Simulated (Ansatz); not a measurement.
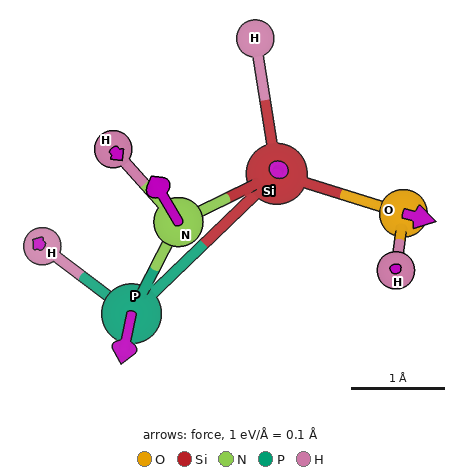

Starting geometry of SiPNH₄O (coarse preliminary run) with the computed forces as purple arrows. Style: ball-and-stick. Shown from a free direction.

The start comes from a force field.

The calculation used Ansatz 0.2.0, RKS PBE-D4/def2-SVP.

Input
```yaml
crystal:
  periodic: [false, false, false]
  atoms:
    - {symbol: O, position_ang: [-0.520800, 1.714300, -0.739800]}
    - {symbol: Si, position_ang: [-0.010800, 0.713900, 0.389600]}
    - {symbol: N, position_ang: [0.178100, -0.659600, -0.540000]}
    - {symbol: P, position_ang: [-0.964700, -1.247600, 0.382100]}
    - {symbol: H, position_ang: [-0.804000, 1.294100, -1.592000]}
    - {symbol: H, position_ang: [1.362500, 0.989200, 0.876800]}
    - {symbol: H, position_ang: [1.136200, -1.088200, -0.311000]}
    - {symbol: H, position_ang: [-0.284300, -1.773200, 1.478600]}
basis:
  gaussian: {orbitals: def2-SVP}
hamiltonian: {xc: pbe, dispersion: d4}
relax: {f_tol: 0.03, max_steps: 200}
```

Run as
```bash
ansatz run in.yaml --threads 2 --pin off --events-out ev --progress --plain --max-ram 4352MiB
```

Q: What follows when this structure is relaxed?

A: It isn't relaxed: the largest force vector, on N3, is 9.35 eV/Å. The final displacements have little in common with the starting forces (cosine between the two patterns 0.27). Over 9 accepted moves (11 points after the start) the energy falls by 46.0 kcal/mol. Largest force component: 7.8 eV/Å at the start, 0.029 eV/Å at the end. The line search rejected the trial steps at points 4, 8 of the run. The atom that moves furthest after the best rigid fit is H7 (0.69 Å). Largest moves by element: H 0.69 Å, N 0.38 Å, Si 0.28 Å, O 0.20 Å, P 0.15 Å. Near-neighbour distances that change, for instance: N3–P4 1.582 → 1.821 Å, O1–Si2 1.593 → 1.670 Å, P4–H8 1.393 → 1.468 Å, Si2–P4 2.181 → 2.236 Å. Bond angles that change, for instance: Si2–N3–H7 108.1° → 144.1°, O1–Si2–N3 99.1° → 120.4°, N3–Si2–H6 103.4° → 122.3°. The run took 19 s on 2 threads of Arm Neoverse V1, with other jobs on the host.
